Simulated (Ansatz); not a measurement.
```yaml
atoms:
  - { symbol: B, position_ang: [0.0570, -0.0243, -0.4204] }
  - { symbol: Cl, position_ang: [-1.4911, -0.1167, -1.2131] }
  - { symbol: Cl, position_ang: [0.2622, -0.7016, 1.1711] }
  - { symbol: Cl, position_ang: [1.3998, 0.7453, -1.2191] }
```

Geometry: PBE0-D3(BJ)/def2-SVP.

The calculation used isolated molecule in a Gaussian basis; Kohn-Sham density functional theory, functional PBE0 in Ansatz.

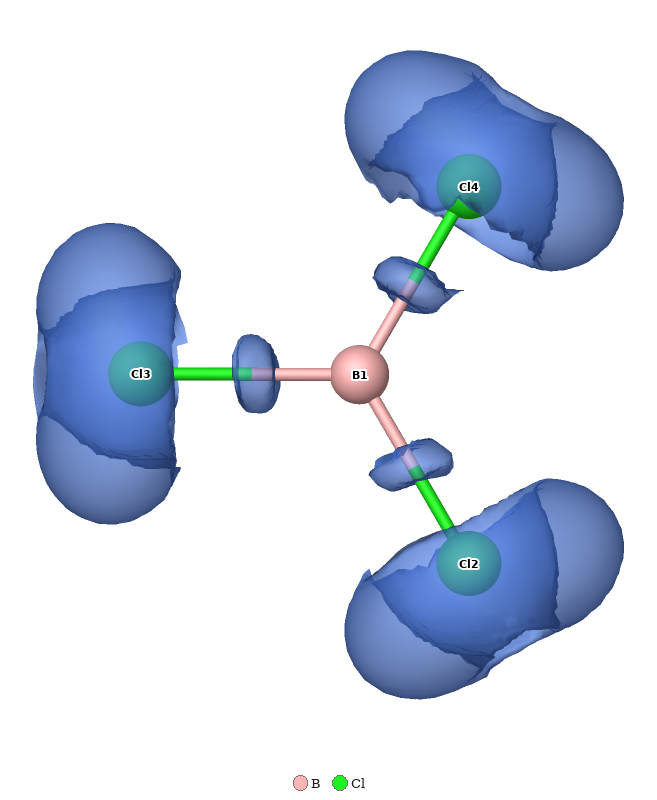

BCl$_{3}$. Isosurface of the electron localisation function at 0.85 (blue), seen across its widest extent. Core shells and regions of very low density are left out.

**Describe the localisation domains.**

The ELF exceeds this value in three regions between bonded B–Cl atoms (shared pairs) and three rings or bowls of non-bonding electrons around Cl. Along the contacts the grid gives the following. B–Cl (1.74 Å): the ELF peaks at about 0.90 between the atoms: a shared but strongly polarised pair.
